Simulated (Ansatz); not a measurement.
Base system: MgS in the rock salt structure (space group Fm-3m, No. 225; a = 5.230 Å).

The change: a fraction x = 0.667 of the S sites is given to Se, ordered in a cell of 6 atoms (starting symmetry I4/mmm) and fully relaxed.

The values are results of PBE, PAW, 420 eV (Ansatz, a quantum-chemistry and plane-wave program; scalar-relativistic without spin-orbit coupling), not measurements.

The zone is the changed cell's own and can be folded.

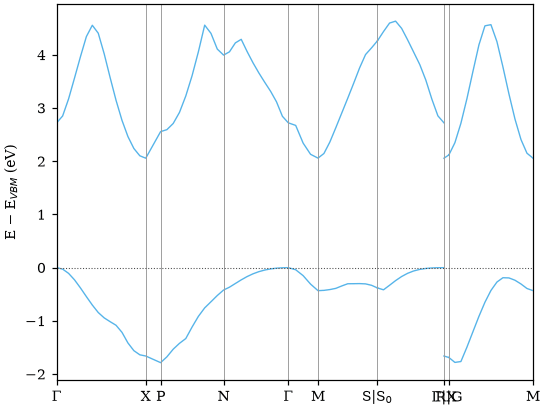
Highest valence and lowest conduction band along the path of the changed cell's own zone

Q: Read the changed gap and its character from the plot.

A: About 2.1 eV, indirect, Γ → X.

Each cell is one ordered arrangement of few atoms, which overstates ordering effects compared with a random alloy. No phonon test of stability was made. Labels are those of the standard path for the cell's own space group.
